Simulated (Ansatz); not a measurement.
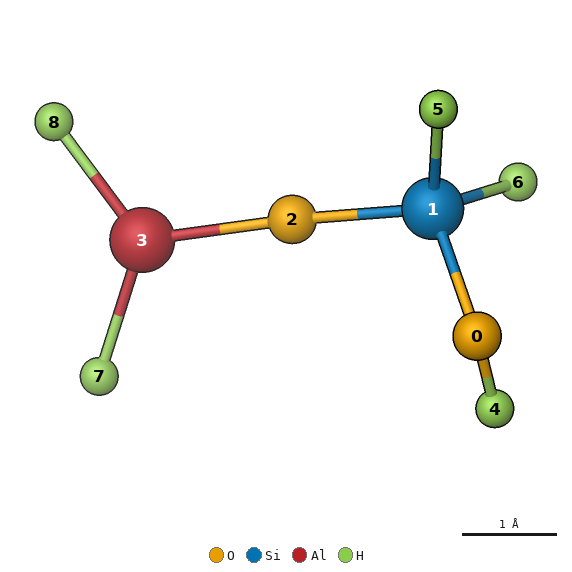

The structure as it stands in the input. Atoms are numbered from 0, in the order of the input.

The calculation was set up as follows.

```yaml
crystal:
  periodic: [false, false, false]
  atoms:
    - {symbol: O, position_ang: [-0.795067, 1.829420, -0.898217]}
    - {symbol: Si, position_ang: [0.173035, 1.196684, 0.266909]}
    - {symbol: O, position_ang: [0.250787, -0.418868, 0.197712]}
    - {symbol: Al, position_ang: [0.325719, -2.080506, -0.060638]}
    - {symbol: H, position_ang: [-1.740838, 1.705756, -0.810913]}
    - {symbol: H, position_ang: [1.506055, 1.782810, 0.005036]}
    - {symbol: H, position_ang: [-0.337306, 1.564905, 1.614248]}
    - {symbol: H, position_ang: [-0.959489, -2.795723, -0.636782]}
    - {symbol: H, position_ang: [1.665604, -2.830577, 0.305447]}
basis:
  gaussian: {orbitals: def2-SVP}
hamiltonian: {xc: {name: revPBE}}
md: {timestep: 0.5 fs, n_steps: 20, ensemble: nve, temperature: 700, initial_velocities: maxwell_boltzmann, seed: 897}
```

Command:

```sh
ansatz run in.yaml --threads 2 --pin off --events-out ev --progress --plain --max-ram 4352MiB
```

Output (its end):

```
mean field -18640.43472958 eV, -685.0233413714 hartree, gradient 1.3e-5 eV, S^2 0.000000; 1 other end points of the search recorded, 0 dependent functions left out
the calculation of the forces begins
reference -18640.43478285 eV, -685.0233433292 hartree; 24, 24 occupied and 65, 65 virtual orbitals, 965 factors
md step    20: t =    10.00 fs  T =   384.1 K  F+E_penalty+E_count = -18640.43472958 eV  E_kin = 0.347514 eV  conserved = -18640.08721557 eV  (26 SCF iters)
Total energy: -18640.43478285 eV, -685.0233433292 hartree
Atom 0 at    -0.787828     1.747826    -0.903396 Å, force     1.751171     1.867928    -1.313982 eV/Å
Atom 1 at     0.158819     1.219690     0.293332 Å, force     2.231200     0.395105     0.942270 eV/Å
Atom 2 at     0.335448    -0.388850     0.175104 Å, force    -0.253388    -1.181717     0.088757 eV/Å
Atom 3 at     0.281839    -2.070008    -0.069839 Å, force     0.265500    -0.730579    -0.197105 eV/Å
Atom 4 at    -1.671078     1.498987    -0.921975 Å, force    -3.116629    -0.817201    -0.092226 eV/Å
Atom 5 at     1.569372     1.783331     0.037316 Å, force    -0.707846     0.130297     0.151902 eV/Å
Atom 6 at    -0.317863     1.478313     1.676980 Å, force    -0.247495     0.310654     0.267234 eV/Å
Atom 7 at    -1.110091    -2.784695    -0.657813 Å, force     0.736556     0.269439     0.337885 eV/Å
Atom 8 at     1.775698    -2.652157     0.293657 Å, force    -0.659069    -0.243926    -0.184736 eV/Å
Dipole moment:    -0.372179    -0.165313     0.043582 e Å
```

The calculation finished and met its thresholds.
